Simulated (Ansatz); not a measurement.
# Functionals, potentials and the resistivity of Lu (P6_3/mmc), part 3 of 3

Each step names its level of theory.

So far, coupling constant λ: step 4 (resistivity: LDA at its own relaxed cell) 0.516; step 6 (coupling and resistivity: PBEsol at its own relaxed cell) 0.474; step 7 (coupling and resistivity: the database cell, unrelaxed, PBE) 0.484; step 9 (coupling and resistivity: PseudoDojo files, PBE PseudoDojo norm-conserving) 0.457; step 10 (coupling and resistivity: finite displacements, PBE) 0.458. Also log mean phonon energy ħω_log (meV): step 4 10.9; step 6 10.8; step 7 9.89; step 9 10.3.

## (12) Coupling and resistivity: r2SCAN at its own relaxed cell

The input, input.yaml:

```yaml
crystal:
  lattice:
    - [3.5010295204, 0.0, 0.0]
    - [-1.7505147602, 3.0319805041, 0.0]
    - [0.0, 0.0, 5.4589806088]
  atoms:
    - { symbol: Lu, position: [0.3333333333, 0.6666666667, 0.25] }
    - { symbol: Lu, position: [0.6666666667, 0.3333333333, 0.75] }
kpoints:
  mp_grid: { grid: [9, 9, 4] }
hamiltonian:
  xc: r2scan
scf:
  occupations: { method: methfessel_paxton, width: 0.2 }
output:
  eigenvalues: true
phonons:
  method: dfpt
  qmesh: [3, 3, 1]
  temperatures: { t_max: 1000, t_step: 50 }
  qpath:
    path:
      - [[0.0, 0.0, 0.0], [0.5, 0.0, 0.0], [0.33333333, 0.33333333, 0.0], [0.0, 0.0, 0.0], [0.0, 0.0, 0.5], [0.5, 0.0, 0.5], [0.33333333, 0.33333333, 0.5], [0.0, 0.0, 0.5]]
      - [[0.5, 0.0, 0.5], [0.5, 0.0, 0.0]]
      - [[0.33333333, 0.33333333, 0.5], [0.33333333, 0.33333333, 0.0]]
    npoints: 10
  electrical_resistivity:
    mesh: [12, 12, 8]
    temperatures: [20.0, 50.0, 80.0, 100.0, 150.0, 200.0, 273.0, 300.0, 400.0, 500.0, 600.0, 800.0]
  superconductivity: { mesh: [12, 12, 8], eliashberg_equations: false }
```

Run with:

```console
ansatz run input.yaml --threads 4 --pin off --max-ram 10240MiB --backend cpu --events-out ev --progress --plain --runs-dir out
```

The job ended after 5.5 min (4 threads of Intel Xeon Platinum 8488C (Sapphire Rapids), shared host; peak memory 1.9 GiB; 20 min of CPU time).

This step gave:

* zero point energy: 0.03342 eV/cell
* highest frequency, solved or plainly interpolated: 128 cm⁻¹
* Debye temperature (second moment): 171 K
* resistivity at 300 K: 45.99 μΩ cm, mean of the axes
* coupling constant λ: 0.4935
* density of states at the Fermi level: 1.59 states/eV a spin and cell
* log mean phonon energy ħω_log: 10.36 meV
* transport coupling constant λ_tr: 0.5383, 0.5383, 0.5747 (xx, yy, zz)
* Drude plasma energy: 3.297, 3.297, 5.25 eV (xx, yy, zz)
* resistivity times mean free path: 15.89, 15.89, 6.072 × 10⁻¹⁶ Ω m² (xx, yy, zz)
* second-moment phonon energy ħω₂: 11.04 meV
* coupling λ by branch: 0.0917, 0.102, 0.0736, 0.0884, 0.0751, 0.0623 (branches by rank of frequency)

The Eliashberg function α²F has structure finer than the step of the table below, so its rows give means over 1 meV, whole bins alone (the curve runs from 0.062 to 15.8 meV). Peaks (meV: height): α²F 11.8: 0.874, 13.6: 0.745; α²F tr 11.8: 1.18, 13.6: 1.05.

The Eliashberg function α²F by phonon energy; means over each step:

```
phonon energy (meV)      α²F   α²F tr
                  1   8.1e-5   1.4e-5
                  2  0.00128   3.0e-4
                  3  0.00505  0.00151
                  4   0.0124  0.00512
                  5   0.0224   0.0117
                  6   0.0389   0.0239
                  7   0.0680   0.0499
                  8    0.124    0.111
                  9    0.227    0.233
                 10    0.353    0.390
                 11    0.394    0.483
                 12    0.502    0.624
                 13    0.475    0.608
                 14    0.365    0.477
                 15   0.0599   0.0593
```

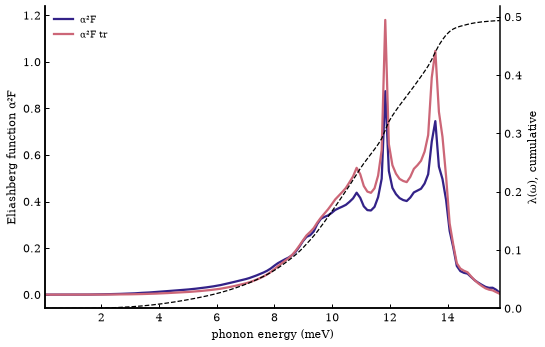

Eliashberg function α²F against phonon energy. The dashed line is the running λ.

By its own test the run is not converged in the mesh. λ = 0.493 and 46.0 μΩ cm at 300 K, against 0.516 and 32.6 in the run with LDA at its own relaxed cell (-4.5 % and +41.0 %). The run's own test puts 53 % between its two finest meshes on the component of the resistivity at 300 K that moves most, more than that change; on the next coarser mesh the mean ρ changes by +17.3 % between the two runs, against +41.0 % on the finest. By the run's own test λ moves by 16 % between its two finest scattering meshes.

## (13) All runs side by side

Series, by row:

```csv
run,change,level of theory,method,q mesh or supercell,k mesh,scattering mesh,smearing,volume (Å³/atom),N(E_F) (states/eV/spin),lambda,omega_log (meV),rho 300 K (μΩ cm),core-minutes,wall (s)
lda,LDA at its own relaxed cell,"LDA, scalar-relativistic, PAW",dfpt,3x3x1,9x9x4,12x12x8,methfessel_paxton 0.2,25.98,1.417,0.5165,10.89,32.61,4,65
pbesol,PBEsol at its own relaxed cell,"PBEsol, scalar-relativistic, PAW",dfpt,3x3x1,9x9x4,12x12x8,methfessel_paxton 0.2,27.45,1.529,0.4742,10.75,34.78,4.1,67
start,"the database cell, unrelaxed","PBE, scalar-relativistic, PAW",dfpt,3x3x1,9x9x4,12x12x8,methfessel_paxton 0.2,29.5,1.765,0.4839,9.889,45.26,4.5,73
nc,PseudoDojo files,"PBE, scalar-relativistic, PseudoDojo norm-conserving pseudopotentials",dfpt,3x3x1,9x9x4,12x12x8,methfessel_paxton 0.2,29.03,1.666,0.4572,10.3,39.58,27,420
fd,finite displacements,"PBE, scalar-relativistic, PAW",fd,3x3x1,9x9x4,12x12x8,methfessel_paxton 0.2,29.06,1.666,0.458,10.3,39.59,8.8,140
r2scan,r2SCAN at its own relaxed cell,"r2SCAN, scalar-relativistic, PAW",dfpt,3x3x1,9x9x4,12x12x8,methfessel_paxton 0.2,28.97,1.59,0.4935,10.36,45.99,20,330
```

## (14) Results

* run: LDA, q 3×3×1, k 9×9×4, scattering 12×12×8 (LDA at its own relaxed cell)
* coupling constant λ: 0.516
* log mean phonon energy ħω_log: 10.9 meV
* states at the Fermi level: 1.42 states/eV/spin/cell
* resistivity at 300 K: 38.2, 38.2, 21.5 μΩ cm (xx, yy, zz)
* Drude plasma energy: 4.06, 4.06, 5.56 eV (xx, yy, zz)
* resistivity times mean free path: 12.3, 12.3, 6.13 × 10⁻¹⁶ Ω m² (xx, yy, zz)
* change between its two finest scattering meshes: λ 2 %, resistivity at 300 K 43 %
* time of that run: 65 s

What this shows: Over the 6 runs that ended, ρ(300 K) of Lu (P6_3/mmc) spans 32.6 to 46.0 μΩ cm and λ 0.457 to 0.516; the run with LDA at its own relaxed cell lies farthest from the median resistivity of 39.6 (-18 %). The coupling is moderate (λ = 0.52 in the run with LDA at its own relaxed cell), so phonons raise the electrons' mass at the Fermi surface by about 52 %. At 800 K the mean free path from ρℓ/ρ falls to about 1.0 nm in the direction where it is shortest, a few atomic spacings, where real metals begin to saturate below the Boltzmann values. Values of ρ(T) under 50 K rest on the softest modes, mostly interpolated ones, and are the least sure of the table. The high-temperature form ρ = 2π k_B T λ_tr/(ħ ε₀ ω_p²) gives 39.7 μΩ cm along x at 300 K, against 38.2 from the Boltzmann equation. Conduction is anisotropic: the resistivity differs by a factor of 1.8 between the axes. The three lowest branches give 53 % of λ. By the run's own test, which takes the component that moves most, the resistivity at 300 K moves by 43 % between its two finest scattering meshes, so it is not converged. In the run quoted no mode is imaginary at the wavevectors of the 3×3×1 mesh; wavevectors off that mesh are interpolated. The q mesh has a single point along one axis, so the branches along it come from the interpolation and are rough. Only scattering by harmonic phonons counts; impurities, grain boundaries and thermal expansion are left out.

Computed beside measured:

| quantity | measured | LDA at its own relaxed cell | PBEsol at its own relaxed cell | the database cell, unrelaxed | PseudoDojo files | finite displacements | r2SCAN at its own relaxed cell |
| --- | --- | --- | --- | --- | --- | --- | --- |
| resistivity at 295 K (computed: phonon part alone; the measured value holds the sample's residual resistivity) (μΩ cm) | 58.2 | 32.04 (-45.0 %) | 34.17 (-41.3 %) | 44.47 (-23.6 %) | 38.89 (-33.2 %) | 38.90 (-33.2 %) | 45.18 (-22.4 %) |

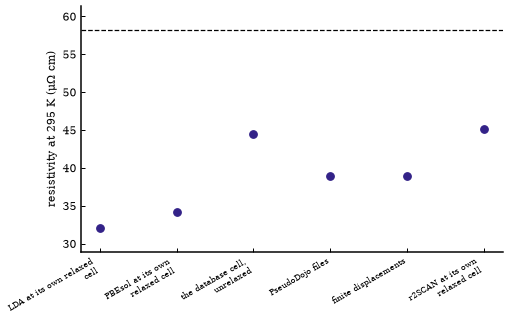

The resistivity at 295 K by level; the dashed line is the measured value.

Measured values from CRC Press, section 12, read from Wikipedia's data page (2003).

**Verdict.** The resistivity at 295 K is off by -45.0 % at LDA at its own relaxed cell: a clear miss. Of the levels listed, nearest comes r2SCAN at its own relaxed cell (-22.4 %). Limits of convergence are named above.

[Logs are printed without paths, hosts, clocks, repeated set-up lines and the standing remarks that a program may print on its own settings, such as how far it seeks lower states.]

[Hosts, paths, dates, database ids (printed as entryN), source tags and the programs' standing remarks are cut or masked in the printed files.]
